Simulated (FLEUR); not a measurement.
# Magnetic state of MnSe from several starts

Aim: find out whether MnSe carries moments, and which collinear order costs least.

Main program and level: FLEUR MaX-R8.1; PBEsol with U = 4 eV on Mn d; all-electron FLAPW, Dirac cores, scalar-relativistic bands.

The database entry behind the starting cell differs from later determinations by our own check (about 0.4 % short), so it need not match the best structure at ambient conditions.

## (1) Set-up

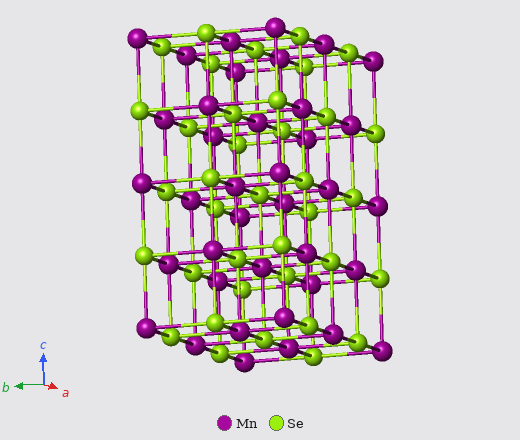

The cell as given, from a free direction (manganese purple, selenium green). 2×1×2 cells are drawn. This picture shows the conventional cell, with its axes. Some periodic images of atoms are drawn too.

As a file:

```cif
data_structure
_symmetry_space_group_name_H-M 'Fm-3m'
_symmetry_Int_Tables_number 225
_cell_length_a 5.4400
_cell_length_b 5.4400
_cell_length_c 5.4400
_cell_angle_alpha 90.000
_cell_angle_beta 90.000
_cell_angle_gamma 90.000
_cell_volume 160.99
loop_
_atom_site_label
_atom_site_type_symbol
_atom_site_symmetry_multiplicity
_atom_site_Wyckoff_symbol
_atom_site_fract_x
_atom_site_fract_y
_atom_site_fract_z
_atom_site_occupancy
Mn1 Mn 4 a 0.00000 0.00000 0.00000 1
Se1 Se 4 b 0.50000 0.00000 0.00000 1
```

## (2) Start 1: ferro +

The parallel start comes first: it shows whether parallel moments hold. The U counters the self-interaction that shrinks the moments of a localised shell.

inpgen writes inp.xml from crystal.txt; cutoffs, mixing, functional, smearing and local orbitals are then set in the file. The k list default-1 (kpts.xml, not shown) is a Γ-centred 8×8×8 mesh; where the ranks do not divide the number of points, some are split in two of half the weight.

File inp.xml:

```
<?xml version="1.0" encoding="UTF-8" standalone="no"?>
<fleurInput fleurInputVersion="0.39">
   <comment>
      MnSe
   </comment>
   <calculationSetup>
      <cutoffs Kmax="3.6" Gmax="10.8" GmaxXC="10.8" numbands="0"/>
      <scfLoop itmax="130" minDistance="0.0001" maxIterBroyd="15" imix="Anderson" alpha="0.05" precondParam="0.0" spinf="2.0" sdNocoIR="T"/>
      <coreElectrons ctail="T" frcor="F" kcrel="0" coretail_lmax="0"/>
      <xcFunctional name="PBEs" relativisticCorrections="F"/>
      <magnetism jspins="2"/>
      <soc l_soc="F" theta="0.0" phi="0.0" spav="F"/>
      <expertModes spex="0" secvar="F"/>
      <geometryOptimization l_f="F" forcealpha="1.0" forcemix="BFGS" epsdisp="0.00001" epsforce="0.00001"/>
      <ldaU l_linMix="F" mixParam="0.05" spinf="1.0"/>
   </calculationSetup>
   <cell>
      <bzIntegration valenceElectrons="31.0" mode="hist" fermiSmearingEnergy="0.00293995">
         <kPointListSelection listName="default-1"/>
         <xi:include xmlns:xi="http://www.w3.org/2001/XInclude" href="kpts.xml"> </xi:include>
      </bzIntegration>
      <xi:include xmlns:xi="http://www.w3.org/2001/XInclude" href="sym.xml"> </xi:include>
      <bulkLattice scale="1.0">
         <bravaisMatrix>
            <row-1>    0.0000000000000000     5.1400550589120000     5.1400550589120000</row-1>
            <row-2>    5.1400550589120000     0.0000000000000000     5.1400550589120000</row-2>
            <row-3>    5.1400550589120000     5.1400550589120000     0.0000000000000000</row-3>
         </bravaisMatrix>
      </bulkLattice>
   </cell>
   <atomSpecies>
      <species name="Manganese 4.500" element="Mn" atomicNumber="25">
         <mtSphere radius="2.51" gridPoints="829" logIncrement="0.015"/>
         <atomicCutoffs lmax="10" lnonsphr="8"/>
         <electronConfig flipSpins="F">
            <coreConfig>(1s1/2) (2s1/2) (2p1/2) (2p3/2)</coreConfig>
            <valenceConfig>(3s1/2) (3p1/2) (3p3/2) (4s1/2) (3d3/2) (3d5/2)</valenceConfig>
            <stateOccupation state="(3d3/2)" spinUp="1.75" spinDown="0.25"/>
            <stateOccupation state="(3d5/2)" spinUp="3.0" spinDown="0.0"/>
         </electronConfig>
         <energyParameters s="4" p="4" d="3" f="4"/>
         <ldaU l="2" U="4.0" J="0.0" l_amf="F"/>
         <lo type="SCLO" l="0" n="3" eDeriv="0"/>
         <lo type="SCLO" l="1" n="3" eDeriv="0"/>
      </species>
      <species name="Selenium (Se)" element="Se" atomicNumber="34">
         <mtSphere radius="2.51" gridPoints="829" logIncrement="0.015"/>
         <atomicCutoffs lmax="10" lnonsphr="8"/>
         <electronConfig flipSpins="F">
            <coreConfig>(1s1/2) (2s1/2) (2p1/2) (2p3/2) (3s1/2) (3p1/2) (3p3/2)</coreConfig>
            <valenceConfig>(4s1/2) (3d3/2) (3d5/2) (4p1/2) (4p3/2)</valenceConfig>
            <stateOccupation state="(4p1/2)" spinUp="0.666667" spinDown="0.666667"/>
            <stateOccupation state="(4p3/2)" spinUp="1.333333" spinDown="1.333333"/>
         </electronConfig>
         <energyParameters s="4" p="4" d="3" f="4"/>
      </species>
   </atomSpecies>
   <atomGroups>
      <atomGroup species="Manganese 4.500">
         <relPos label="                   1">.0000000000 .0000000000 .0000000000</relPos>
         <force calculate="T" relaxXYZ="TTT"/>
      </atomGroup>
      <atomGroup species="Selenium (Se)">
         <relPos label="                   2">1.000/2.000 1.000/2.000 1.000/2.000</relPos>
         <force calculate="T" relaxXYZ="TTT"/>
      </atomGroup>
   </atomGroups>
   <output dos="F" band="F" slice="F">
      <bandDOS minEnergy="-.5*Htr" maxEnergy="0.5*Htr" sigma="0.015" storeEVData="T"/>
      <plotting iplot="0" polar="F">
         <plot TwoD="T" vec1="  1.0  0.0  0.0" vec2="  0.0  1.0  0.0" vec3="  0.0  0.0  1.0" zero="  0.0  0.0  0.0" file="plot"/>
      </plotting>
      <moessbauerParams electricFieldGradient="F" isomerShift="F" coreHyperfine="F" valenceHyperfine="F"/>
   </output>
</fleurInput>
```

File crystal.txt:

```
MnSe
&input film=F cartesian=F /
0.00000000000  2.72000000000  2.72000000000
2.72000000000  0.00000000000  2.72000000000
2.72000000000  2.72000000000  0.00000000000
1.8897261246
1.0 1.0 1.0

2
25 0.00000000000  0.00000000000  0.00000000000 : 4.500
34 0.50000000000  0.50000000000  0.50000000000

&kpt div1=8 div2=8 div3=8 gamma=T /
```

Launch:

```
$ OMP_NUM_THREADS=1 inpgen -f crystal.txt > inpgen.log  # inp.xml is then edited as shown
$ OMP_NUM_THREADS=1 mpirun -n 4 fleur_MPI > fleur.log
```

Output:

```text
Welcome to FLEUR        (www.flapw.de)
      MaX-Release 8.1          (www.max-centre.eu)

 ========== k-point set info ==========
 Selected k-point list: default-1
 k-point list type: mesh
 0 x 0 x 0
 Number of k points: 32

 ------------Calculation Setup---------------------------
 Number of MPI-tasks      :            4
 Number of PE/node        :            4
 Number of OMP-threads    :            1
 k-points in parallel     :            4
 pe's per k-point         :            1
 No of k-point loops      :            8
 Eigenvalue solver        :       lapack
 Number of basis functions:          234
 Approximate size of matrices (H+S) per k-point:         0.001 GB
 --------------------------------------------------------
 no density matrix found ... skipping LDA+U
 Reset of history
 Iteration:     1   Distance:       4.64113257 me/bohr^3
 Iteration:     2   Distance:       7.10768967 me/bohr^3
 Iteration:     3   Distance:       6.73396351 me/bohr^3
 Iteration:     4   Distance:       2.07943723 me/bohr^3
 Iteration:     5   Distance:       0.94879896 me/bohr^3
 Iteration:     6   Distance:       0.92752758 me/bohr^3
 Iteration:     7   Distance:       0.24995991 me/bohr^3
 Iteration:     8   Distance:       0.08337963 me/bohr^3
 Iteration:     9   Distance:       0.06175600 me/bohr^3
 Iteration:    10   Distance:       0.01035592 me/bohr^3
 Iteration:    11   Distance:       0.01324929 me/bohr^3
 Iteration:    12   Distance:       0.00151847 me/bohr^3
 Iteration:    13   Distance:       0.00131178 me/bohr^3
 Iteration:    14   Distance:       0.00019781 me/bohr^3
 Iteration:    15   Distance:       0.00004557 me/bohr^3

 ********************************************************************
 Run finished successfully
 Stop message:
   all done
 ********************************************************************

--- out.xml (last complete iteration) ---
<iteration numberForCurrentRun="   15" overallNumber="   15">
         [... left out ...]
         <bandgap value="1.1856059855" units="eV"/>
         <sumValenceSingleParticleEnergies value="-28.8992821156" units="Htr"/>
         <FermiEnergy value="0.2692912115" units="Htr"/>
         <valenceDensity>
            <mtCharges spin="1">
               <mtCharge atomType="1" total="9.1693004" s="1.1756596" p="3.1638839" d="4.8130654" f="0.0138866"/>
               <mtCharge atomType="2" total="7.5184328" s="0.8407840" p="1.6565943" d="5.0095843" f="0.0083979"/>
            </mtCharges>
            <mtCharges spin="2">
               <mtCharge atomType="1" total="4.4713284" s="1.1150549" p="3.1198574" d="0.2216996" f="0.0120569"/>
               <mtCharge atomType="2" total="7.4272689" s="0.8240748" p="1.5992938" d="5.0013150" f="0.0021490"/>
            </mtCharges>
            <spinDependentCharge spin="1" total="18.0000000" interstitial="1.3122668" mtSpheres="16.6877332"/>
            <spinDependentCharge spin="2" total="13.0000000" interstitial="1.1014027" mtSpheres="11.8985973"/>
            <totalCharge value="31.0000000000"/>
         </valenceDensity>
         [... left out ...]
         <allElectronCharges>
            <spinDependentCharge spin="1" total="32.0000000" interstitial="1.3122810" mtSpheres="30.6877190"/>
            <spinDependentCharge spin="2" total="27.0000000" interstitial="1.1014168" mtSpheres="25.8985832"/>
            <totalCharge value="58.9999999942"/>
         </allElectronCharges>
         <magneticMomentsInMTSpheres units="muBohr">
            <globalMagMoment atomType="1" vec="0.00000   0.00000   4.69797"/>
            <localMagMoment atomType="1" vec="0.00000   0.00000   4.69797"/>
            <globalMagMoment atomType="2" vec="0.00000   0.00000   0.09116"/>
            <localMagMoment atomType="2" vec="0.00000   0.00000   0.09116"/>
         </magneticMomentsInMTSpheres>
         <moessbauerParams unitsHFF="kG" unitsIS="e/bohr^3" unitsEFG="Htr/bohr^2">
         </moessbauerParams>
         <totalEnergy value="    -3586.1022192864" units="Htr">
            <sumOfEigenvalues value="    -2078.1216179973">
               <coreElectrons value="-2049.2223358817"/>
               <valenceElectrons value="-28.8992821156"/>
            </sumOfEigenvalues>
            <densityCoulombPotentialIntegral value="-5555.9122502466"/>
            <densityEffectivePotentialIntegral value="-5736.4239120501"/>
            <chargeDenXCDenIntegral value="-137.6733966812"/>
            <FockExchangeEnergyValence value="0.0000000000"/>
            <FockExchangeEnergyCore value="0.0000000000"/>
            <atomTypeDependentContributions atomType="1">
               <electronNucleiInteractionDifferentMTs value="1379.1713246271"/>
               <MadelungTerm value="-9.5343593557"/>
            </atomTypeDependentContributions>
            <atomTypeDependentContributions atomType="2">
               <electronNucleiInteractionDifferentMTs value="2928.9581431367"/>
               <MadelungTerm value="-11.4529384526"/>
            </atomTypeDependentContributions>
            <dftUCorrection value="-0.3417740373"/>
            <tkbTimesEntropy value="0.0000001652"/>
            <freeEnergy value="-3586.1022194516"/>
            <extrapolationTo0K value="-3586.1022193690"/>
         </totalEnergy>
         <ldaUDensityMatrix>
            <densityMatrixFor spin="1" atomType="1" uIndex="1" l="2" U="4.00000000" J="0.00000000">
               (+0.96543,+0.00000) (+0.00000,+0.00000) (+0.00000,+0.00000) (+0.00000,+0.00000) (+0.01408,+0.00000)
               (+0.00000,+0.00000) (+0.95135,+0.00000) (+0.00000,+0.00000) (+0.00000,+0.00000) (+0.00000,+0.00000)
               (+0.00000,+0.00000) (+0.00000,+0.00000) (+0.97951,+0.00000) (+0.00000,+0.00000) (+0.00000,+0.00000)
               (+0.00000,+0.00000) (+0.00000,+0.00000) (+0.00000,+0.00000) (+0.95135,+0.00000) (+0.00000,+0.00000)
               (+0.01408,+0.00000) (+0.00000,+0.00000) (+0.00000,+0.00000) (+0.00000,+0.00000) (+0.96543,+0.00000)
            </densityMatrixFor>
            <densityMatrixFor spin="2" atomType="1" uIndex="1" l="2" U="4.00000000" J="0.00000000">
               (+0.05151,+0.00000) (+0.00000,+0.00000) (+0.00000,+0.00000) (+0.00000,+0.00000) (+0.03585,+0.00000)
               (+0.00000,+0.00000) (+0.01566,+0.00000) (+0.00000,+0.00000) (+0.00000,+0.00000) (+0.00000,+0.00000)
               (+0.00000,+0.00000) (+0.00000,+0.00000) (+0.08736,+0.00000) (+0.00000,+0.00000) (+0.00000,+0.00000)
               (+0.00000,+0.00000) (+0.00000,+0.00000) (+0.00000,+0.00000) (+0.01566,+0.00000) (+0.00000,+0.00000)
               (+0.03585,+0.00000) (+0.00000,+0.00000) (+0.00000,+0.00000) (+0.00000,+0.00000) (+0.05151,+0.00000)
            </densityMatrixFor>
         </ldaUDensityMatrix>
         <ldaUDensityMatrixConvergence>
            <distance spin="1" distance="0.000000"/>
            <distance spin="2" distance="0.000001"/>
         </ldaUDensityMatrixConvergence>
         <densityConvergence units="me/bohr^3">
            <chargeDensity spin="1" distance="0.0000155269"/>
            <chargeDensity spin="2" distance="0.0000342242"/>
            <overallChargeDensity distance="0.0000455695"/>
            <spinDensity distance="0.0000273529"/>
         </densityConvergence>
      </iteration>
```

Wall time 10 s (4 MPI ranks of AMD EPYC 9R14 (Zen 4), shared host); peak memory 0.26 GiB; 39 s of CPU time.

Spin moment in the muffin-tin sphere by atom:

```csv
atom,spin moment in the muffin-tin sphere (μB)
Mn1,4.70
Se2,0.09
```

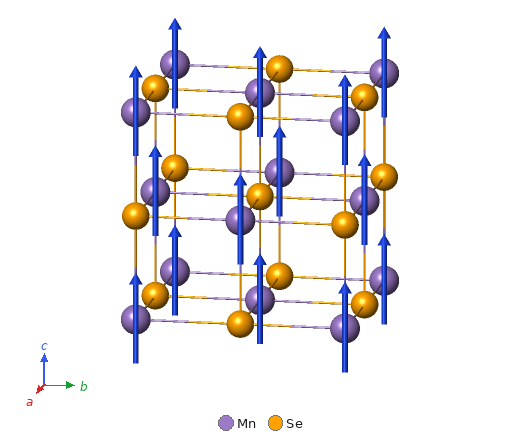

Spin moment in the muffin-tin sphere as arrows, the longest 4.70 μB. Up and down stand for the sign. Arrows give size and sign along the axis of quantisation, drawn up and down the page. Some periodic images of atoms are drawn too.

This step gave:

```yaml
free_energy: -97582.8126 eV
program_s_band_gap_on_this_mesh_in_a_metal_only_a_level_spacing: 1.186 eV
magnetization: 5 μB
final_state: ferromagnetic
```

After 15 cycles the largest moment stands at 4.70 μB.

[end of part 1 of 2]

[Logs and program files are shortened in this print: banners, set-up blocks, solver, clock and traceback lines can be left out without a mark of their own.]

[Logs are printed without paths, hosts, clocks, repeated set-up lines and the standing remarks that a program may print on its own settings, such as how far it seeks lower states.]

[Hosts, paths, dates, database ids (printed as entryN), source tags and the programs' standing remarks are cut or masked in the printed files.]

[Where a cell is said to come from a database of computed structures, the database is the Materials Project.]
